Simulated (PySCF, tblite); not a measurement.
# C₁₁H₇N: excited states

Wanted: excited states for C₁₁H₇N (`N#Cc1cccc2ccccc12`).

Programs: tblite 0.8.0 and PySCF 2.14.0, with routines of our own; each step states its level. All values are computed. Atoms count from 0.

## 1. The system as given

19 atoms, charge 0, multiplicity 1; geometry from: force field or distance geometry start.

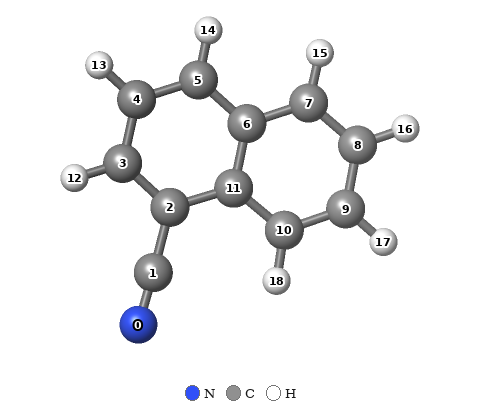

The starting geometry (nitrogen blue, carbon grey, hydrogen white).

## 2. Relaxing the molecule with GFN2-xTB

What the job is given:

```
{"job": {"kind": "relax", "xc": "GFN2-xTB", "basis": "xTB"}, "charge": 0, "multiplicity": 1}
N      2.447700     3.157800    -0.223900
C      2.003800     2.088500    -0.175600
C      1.492800     0.745100    -0.092000
C      2.397500    -0.307600    -0.108300
C      1.945700    -1.630300    -0.026000
C      0.574600    -1.887600     0.035100
C     -0.355500    -0.837000     0.040000
C     -1.724200    -1.116300     0.120300
C     -2.669200    -0.098100     0.124200
C     -2.261000     1.226800     0.062300
C     -0.897400     1.524000    -0.016100
C      0.083500     0.501600    -0.021700
H      3.463400    -0.120800    -0.145100
H      2.661200    -2.452800    -0.039600
H      0.242600    -2.913400     0.091100
H     -2.082900    -2.149200     0.180100
H     -3.732800    -0.327000     0.182700
H     -2.990000     2.026400     0.063200
H     -0.609500     2.579000    -0.058000
```

On the command line:

```sh
> OMP_NUM_THREADS=1 python excited_run.py task.json out
```

One launch serves the whole session: the jobs run in the order shown.

What it wrote:

```text
step      E/eV     max force
  0    -816.09676    1.644
  1    -816.15127    3.025
  2    -816.15040    2.526
  3    -816.19149    0.499
  4    -816.19885    0.379
  5    -816.20520    0.341
  6    -816.21249    0.177
  7    -816.21413    0.109
  8    -816.21618    0.127
  9    -816.21754    0.133
 10    -816.21853    0.085
 11    -816.21906    0.051
 12    -816.21948    0.064
 13    -816.21987    0.066
 14    -816.22024    0.053
 15    -816.22059    0.044
 16    -816.22093    0.052
 17    -816.22126    0.052
 18    -816.22153    0.040
 19    -816.22174    0.034
 20    -816.22192    0.029
 21    -816.22207    0.030
 22    -816.22218    0.023
 23    -816.22225    0.018
 24    -816.22232    0.020
 25    -816.22239    0.025
 26    -816.22249    0.026
 27    -816.22258    0.021
 28    -816.22265    0.016
 29    -816.22269    0.013
 30    -816.22271    0.010
 31    -816.22273    0.007
```

Wall time 0.27 s (1 thread of Arm Neoverse V1, shared host).

The steps of the relaxation:

```tsv
step	energy from step 0 (eV)	largest force (eV/Å)
0	0.0000	1.6435
1	-0.0545	3.0254
2	-0.0536	2.5262
3	-0.0947	0.4987
4	-0.1021	0.3794
5	-0.1084	0.3414
6	-0.1157	0.1765
7	-0.1174	0.1094
8	-0.1194	0.1266
9	-0.1208	0.1334
10	-0.1218	0.0853
11	-0.1223	0.0508
12	-0.1227	0.0641
13	-0.1231	0.0656
14	-0.1235	0.0530
15	-0.1238	0.0444
16	-0.1242	0.0520
17	-0.1245	0.0522
18	-0.1248	0.0400
19	-0.1250	0.0340
20	-0.1252	0.0291
21	-0.1253	0.0300
22	-0.1254	0.0230
23	-0.1255	0.0175
24	-0.1256	0.0204
25	-0.1256	0.0251
26	-0.1257	0.0257
27	-0.1258	0.0215
28	-0.1259	0.0155
29	-0.1259	0.0125
30	-0.1259	0.0099
31	-0.1260	0.0072
```

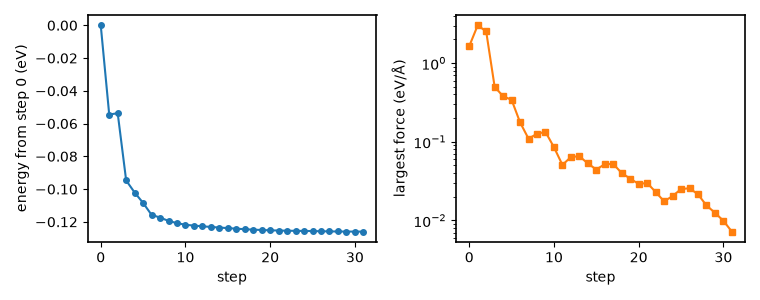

Energy and force, step by step.

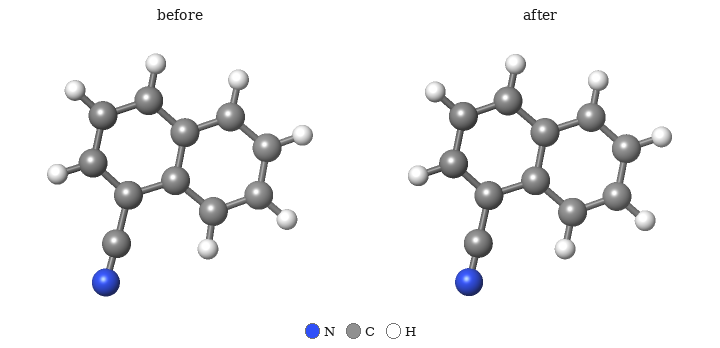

Before and after, at one scale.

Distances of close pairs at the start and the end, largest changes first:

```tsv
bond	before (Å)	after (Å)	change (Å)
C9–C10	1.398	1.368	-0.030
C4–C5	1.396	1.369	-0.027
C1–C2	1.440	1.412	-0.027
C7–C8	1.389	1.367	-0.022
C8–C9	1.388	1.403	+0.016
C7–H15	1.095	1.081	-0.014
C10–H18	1.094	1.080	-0.014
C6–C7	1.399	1.411	+0.012
```

The end geometry stands in the next job.

## 3. Vibrational analysis with GFN2-xTB

What the job is given:

```
{"job": {"kind": "ir", "xc": "GFN2-xTB", "basis": "xTB"}, "charge": 0, "multiplicity": 1}
N      2.349258     3.141747    -0.220811
C      1.947992     2.068482    -0.163825
C      1.474986     0.739399    -0.094334
C      2.380735    -0.300714    -0.099361
C      1.932596    -1.624047    -0.031595
C      0.593292    -1.898221     0.039547
C     -0.362085    -0.859864     0.046741
C     -1.747050    -1.119100     0.119973
C     -2.650074    -0.093181     0.125216
C     -2.211537     1.238219     0.057723
C     -0.876412     1.525301    -0.014410
C      0.076724     0.487741    -0.021219
H      3.438659    -0.089571    -0.155098
H      2.655456    -2.426255    -0.036849
H      0.246208    -2.920278     0.091986
H     -2.078341    -2.146393     0.171332
H     -3.708581    -0.299531     0.181899
H     -2.938007     2.036938     0.062516
H     -0.533621     2.548579    -0.066894
```

What it wrote:

```text
mode    cm-1     km/mol
  1      91.5      3.07
  2     126.1      5.94
  3     157.0      0.44
  4     184.2      1.13
  5     337.7      2.90
  6     343.1      1.96
  7     417.6      0.22
  8     423.8      7.30
  9     433.2      3.65
 10     479.4      0.69
 11     520.9      2.25
 12     551.5      0.28
 13     575.3      1.21
 14     610.2      0.66
 15     699.9      0.99
 16     721.0      0.05
 17     760.4      4.70
 18     778.5      0.03
 19     814.1     37.96
 20     854.8      0.20
 21     879.3      0.01
 22     897.3      0.02
 23     919.2      0.19
 24     926.2      0.20
 25     932.1      0.01
 26    1026.8      1.66
 27    1079.9      0.06
 28    1113.2      0.06
 29    1166.5      0.77
 30    1178.6      0.60
 31    1189.6      0.25
 32    1219.7      2.17
 33    1239.2      6.06
 34    1253.1      0.03
 35    1335.6      1.77
 36    1368.2      2.14
 37    1392.7      3.73
 38    1416.4      1.17
 39    1448.4      4.01
 40    1504.5      4.94
 41    1559.9      6.69
 42    1586.7      0.29
 43    1608.7      0.36
 44    2367.9    236.52
 45    3073.8      2.08
 46    3076.9     11.82
 47    3082.1      2.04
 48    3085.4     22.91
 49    3088.6     61.33
 50    3095.0     62.15
 51    3097.6     27.37
```

Run time: 0.86 s. Hardware: 1 thread of Arm Neoverse V1, shared host.

Which atoms move in the most intense modes:

```tsv
cm⁻¹	km/mol	atoms
424	7.3	C6 24 %, C1 16 %
814	38.0	H13 20 %, H12 19 %, H14 14 %
2368	236.5	C1 60 %, N0 39 %
3077	11.8	H14 43 %, H15 20 %, H13 16 %, H16 10 %
3085	22.9	H12 53 %, H13 23 %, H14 15 %
3089	61.3	H16 41 %, H18 32 %, H15 14 %
3095	62.1	H13 46 %, H12 35 %
3098	27.4	H17 46 %, H16 22 %, H18 16 %
```

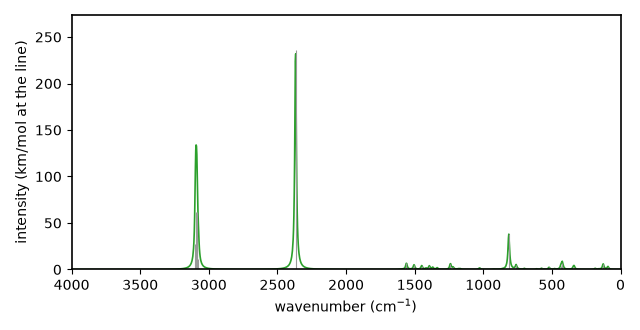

The infrared spectrum from these modes, unscaled. Lines are broadened to a width of 14 cm⁻¹ (Lorentzian).

## 4. Excited states: TDA wB97X-D/def2-SVP

Settings changed since step 3:

```diff
@@ -1,2 +1,2 @@
-{"job": {"kind": "ir", "xc": "GFN2-xTB", "basis": "xTB"}, "charge": 0, "multiplicity": 1}
+{"job": {"kind": "states", "xc": "wB97X-D", "basis": "def2-SVP", "tda": true, "soc": true, "nstates": 6, "ntriplets": 6, "nquad": 4}, "charge": 0, "multiplicity": 1}
 N      2.349258     3.141747    -0.220811
```

Method: TDA wB97X-D/def2-SVP excited states, vertical, gas phase, spin-orbit mean-field couplings.

What it wrote:

```text
coarse grid: 17352 points
cycle   1  E = -477.4592045041  dE =  2.873e+00  |g| = 5.285e-01  |ddm| = 5.955e+00
cycle   2  E = -477.3981295221  dE =  6.107e-02  |g| = 8.026e-01  |ddm| = 1.388e+00
cycle   3  E = -477.5385735643  dE = -1.404e-01  |g| = 5.332e-02  |ddm| = 6.678e-01
cycle   4  E = -477.5393550885  dE = -7.815e-04  |g| = 3.018e-02  |ddm| = 1.364e-01
cycle   5  E = -477.5395925795  dE = -2.375e-04  |g| = 8.111e-03  |ddm| = 5.279e-02
cycle   6  E = -477.5396108329  dE = -1.825e-05  |g| = 2.247e-03  |ddm| = 1.296e-02
cycle   7  E = -477.5396130794  dE = -2.246e-06  |g| = 6.337e-04  |ddm| = 4.454e-03
final grid: 171888 points
cycle   8  E = -477.6071585465  dE = -1.059e-04  |g| = 4.575e-03  |ddm| = 8.713e-02
cycle   9  E = -477.6071568399  dE =  1.707e-06  |g| = 5.499e-03  |ddm| = 1.207e-02
cycle  10  E = -477.6071630831  dE = -6.243e-06  |g| = 1.152e-03  |ddm| = 4.581e-03
cycle  11  E = -477.6071633477  dE = -2.645e-07  |g| = 3.840e-04  |ddm| = 1.672e-03
cycle  12  E = -477.6071633852  dE = -3.755e-08  |g| = 6.398e-05  |ddm| = 5.194e-04
cycle  13  E = -477.6071633868  dE = -1.600e-09  |g| = 2.508e-05  |ddm| = 1.405e-04
cycle  14  E = -477.6071633871  dE = -2.888e-10  |g| = 1.062e-05  |ddm| = 5.478e-05
converged SCF energy = -477.6071633871

Singlet excitations
state   eV       nm        f     d(h-e)  d(exc)  Lambda  PR(NTO)  |dmu|/D   mu/D   main configurations
  1   4.6720   265.4   0.05001   0.318   3.315   0.674   1.740    0.809    4.764   H-1->L 0.44, H->L+1 0.34, H->L 0.18
  2   4.7186   262.8   0.14567   0.640   3.495   0.815   1.296    1.807    5.440   H->L 0.71, H->L+1 0.10, H-1->L 0.10
  3   6.1539   201.5   0.01032   0.154   3.829   0.787   2.123    0.393    4.091   H-2->L 0.55, H->L+2 0.39
  4   6.3323   195.8   0.50745   0.561   3.134   0.696   2.238    1.237    5.117   H->L+2 0.21, H-2->L 0.19, H->L+1 0.16
  5   6.4357   192.7   0.11813   0.174   3.024   0.705   2.202                     H->L+2 0.27, H-1->L+2 0.25, H-2->L 0.16
  6   6.5439   189.5   0.00001   1.328   3.277   0.410   1.095                     H-3->L 0.85

Triplet excitations (Tamm-Dancoff)
state   eV     d(h-e)  d(exc)  Lambda  PR(NTO)   main configurations
  1   2.9614   0.161   3.135   0.864   1.195   H->L 0.90
  2   4.0946   0.277   3.171   0.631   1.337   H-1->L 0.81, H->L+1 0.09
  3   4.2851   0.036   2.708   0.768   2.057   H->L+2 0.43, H-2->L 0.42
  4   4.5253   0.141   3.185   0.635   1.270   H->L+1 0.87, H-1->L 0.09
  5   4.8202   0.093   3.038   0.914   1.159   H-1->L+1 0.92
  6   5.4727   0.048   2.579   0.705   3.219   H-1->L+2 0.38, H-4->L 0.30, H-2->L+1 0.14
S1 - T1 = 1.7105 eV

Spin-orbit couplings |<S|Hso|T>| (cm-1)
             T1       T2       T3       T4       T5       T6
S0        0.010    0.010    0.032    0.012    0.003    0.047
S1        0.027    0.015    0.003    0.027    0.029    0.007
S2        0.016    0.020    0.021    0.054    0.010    0.003
S3        0.001    0.006    0.004    0.010    0.004    0.005
S4        0.049    0.003    0.011    0.008    0.046    0.040
S5        0.009    0.022    0.013    0.011    0.014    0.025
S6        4.777    1.844    5.072    0.572    0.183    2.688
T1 sublevels (cm-1): 0.000 0.001 0.001   radiative rates (1/s): 7.04e-05 1.5e-07 0.00023
```

Wall time 69 s (1 thread of Arm Neoverse V1, shared host); peak memory 0.98 GiB.

Key values:

```tsv
quantity	value
S1 less T1	1.71 eV
```

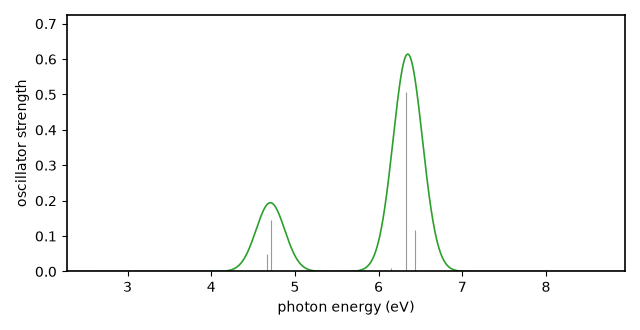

Absorption lines of the singlets. Lines are broadened to a width of 0.40 eV (Gaussian).

## 5. Summary of results

```
                                 quantity                  value
strongest single infrared mode (GFN2-xTB)  2368 cm⁻¹, 237 km/mol
             zero-point energy (GFN2-xTB)          88.8 kcal/mol
S1 less T1 (step 4, TDA wB97X-D/def2-SVP)                1.71 eV
```

All 51 modes are real, so the xTB geometry is a minimum. The strongest single mode, at 2368 cm⁻¹, moves mainly C1 and N0. GFN2-xTB is a fitted tight-binding method: band positions and strengths are rough. Its intensities can rank the bands wrongly. In step 4, the number of triplets below S1 is 4, and the largest singlet-triplet spin-orbit coupling is S6–T3, 5.07 cm⁻¹.
